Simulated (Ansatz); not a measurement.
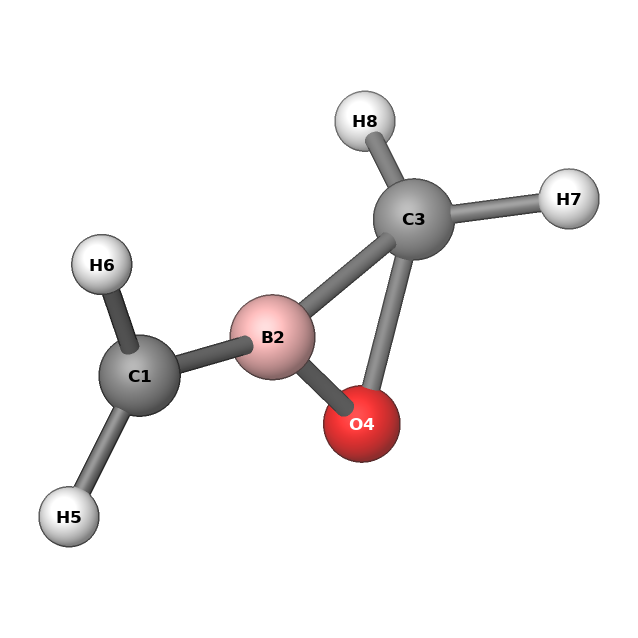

Numbered structure. The species has charge −1 and is a spin singlet. Computed geometry: PBE0-D4/def2-TZVPD optimisation. No frequency run is at hand to confirm it as a minimum.

Question: What is the geometry at C1?

Answer: C1 has 3 neighbours (B2 at 1.44, H5 at 1.09, H6 at 1.09 Å); the arrangement is trigonal planar.

Question: Which bond is the longest?

Answer: B2–C3, 1.541 Å.

Question: What is the dihedral angle C1–B2–O4–C3?

Answer: 180° in size, that is anti.
